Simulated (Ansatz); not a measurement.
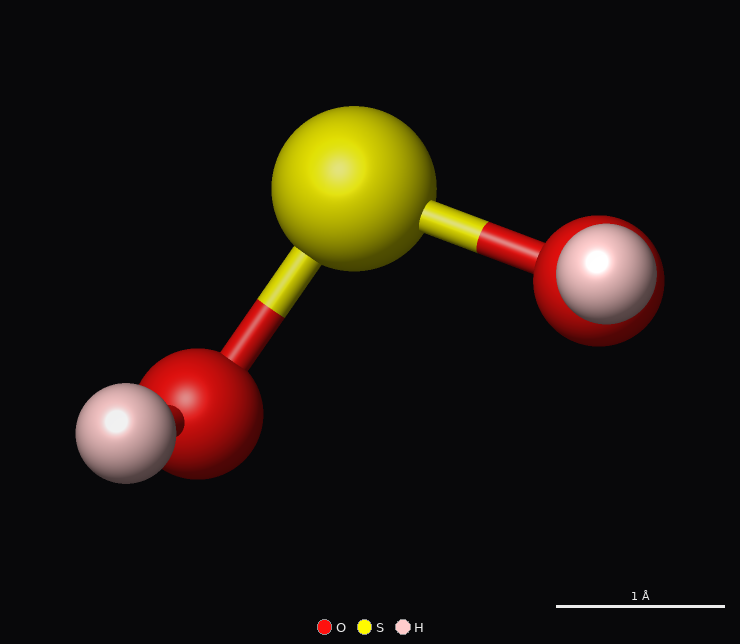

The picture shows a molecular structure as a ball-and-stick model.

Question: Give the formula.

Answer: H₂O₂S, 5 atoms: 2 hydrogen, 2 oxygen and 1 sulfur.

Question: How many sets of symmetry-equivalent atoms are there?

Answer: 3: 2 O, 1 S, 2 H.

Question: How many bonds of each kind are drawn?

Answer: 2 O–S, 2 O–H.

Question: Give a SMILES string for it.

Answer: OSO

Question: Give the symmetry (Schoenflies symbol).

Answer: Cs.

The parts below concern this one geometry. Atoms keep their numbers from picture to picture. Computed geometry: PBE0-D4/def2-TZVP optimisation. No frequency run is at hand to confirm it as a minimum.

### Shape

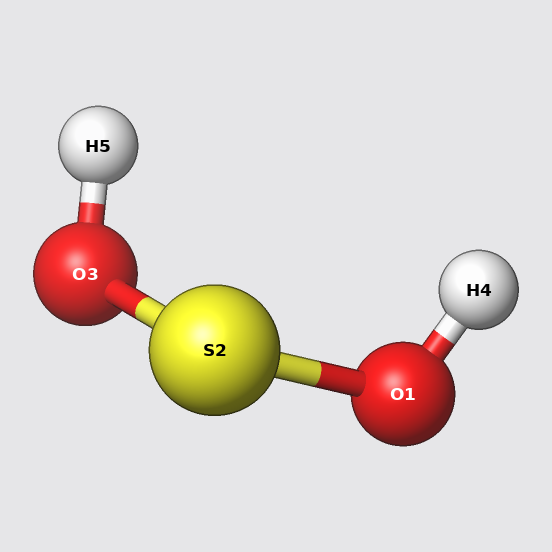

The atoms are numbered. No frequency run is at hand to confirm it as a minimum.

Which atoms are bonded, and how long are the bonds?

| bond | length (Å) | order |
| --- | --- | --- |
| O1–S2 | 1.635 | single |
| O1–H4 | 0.964 | single |
| S2–O3 | 1.635 | single |
| O3–H5 | 0.964 | single |

### Electronic properties

No frequency run is at hand to confirm it as a minimum. Method: RKS PBE0-D4/def2-TZVPP (Ansatz 0.2.0).

Question: What is the HOMO–LUMO gap?

Answer: 6.50 eV.

Question: Give the HOMO energy (Kohn–Sham orbital) at this level.

Answer: −6.53 eV.

### Dipole moment

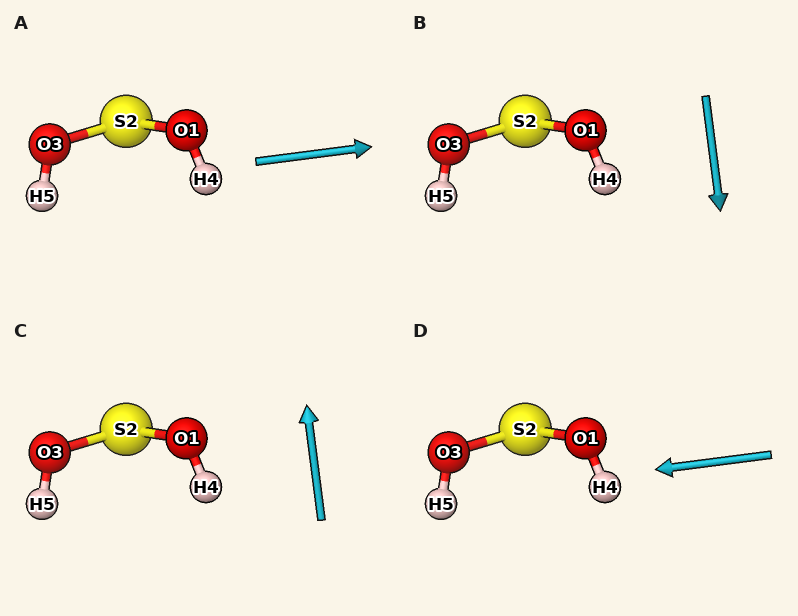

The same molecule four times, each with an arrow. No frequency run is at hand to confirm it as a minimum. Level of theory: RKS PBE0-D4/def2-TZVP (Ansatz 0.2.0).

Question: Which arrow points along the dipole moment, from the negative to the positive end?

Answer: B. The dipole moment is 3.12 D; it points from the side of O1, S2, O3 to the side of H4, H5 (the outermost atoms at the two ends).

### Charges

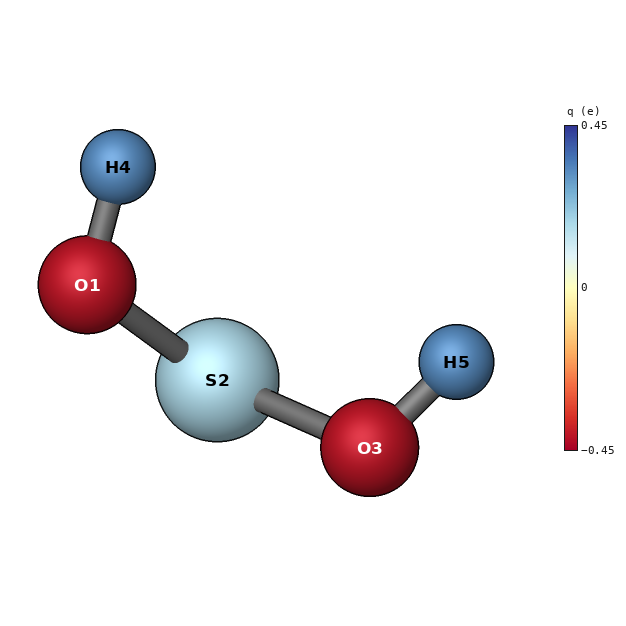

Atoms are coloured by their Mulliken charges. No frequency run is at hand to confirm it as a minimum. Level of theory: RKS PBE0-D4/def2-TZVP (Ansatz 0.2.0).

List the Mulliken charges.

| atom | value (e) |
| --- | --- |
| O1 | −0.41 |
| S2 | 0.17 |
| O3 | −0.41 |
| H4 | 0.32 |
| H5 | 0.32 |

Mulliken values depend strongly on the basis set and can even reverse the polarity of a bond.
